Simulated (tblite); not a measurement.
# Geometry relaxation, with input and output: C3H13NSSi2 (part 3 of 3)

C3H13NSSi2; GFN2-xTB geometry optimisation, gas phase (tblite 0.8.0). It belongs to a series of runs on one base structure; here: H on C replaced by CH2SiH3.

Geometry of the input (Å):
```
C  -0.6940  -1.5784  0.0226
C  -0.2116  -0.1356  -0.2157
C  -0.9119  0.8668  0.7176
Si -2.7045  1.2807  0.2926
N  1.2281  -0.0464  0.0919
Si 2.5054  -0.5021  -0.9328
S  4.2666  0.0880  0.1104
H  -1.7602  -1.6679  -0.2094
H  -0.1655  -2.2913  -0.6148
H  -0.5651  -1.8880  1.0691
H  -0.3918  0.1364  -1.2546
H  -0.3884  1.8250  0.6801
H  -0.8760  0.5309  1.7664
H  -2.8013  1.7677  -1.0977
H  -3.5500  0.0669  0.4388
H  -3.2231  2.3159  1.2370
H  1.4185  -0.4025  1.0205
H  2.4651  -1.9747  -1.0925
H  2.3881  0.2298  -2.2042
H  3.9664  1.3896  0.1717
```

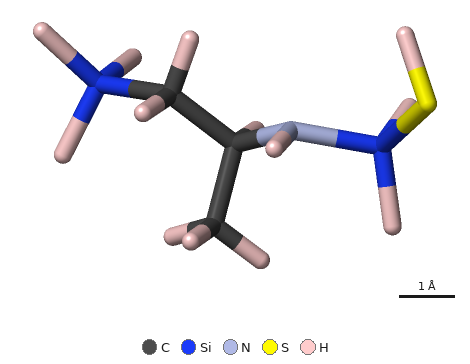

Fig. 1: The starting structure (stick view, seen at a tilt).

### Summary

```tsv
quantity	value
outcome	converged
total energy	−618.6691 eV
hardware	1 CPU thread, shared host
wall time	1.6 s
peak memory	0.18 GiB
```
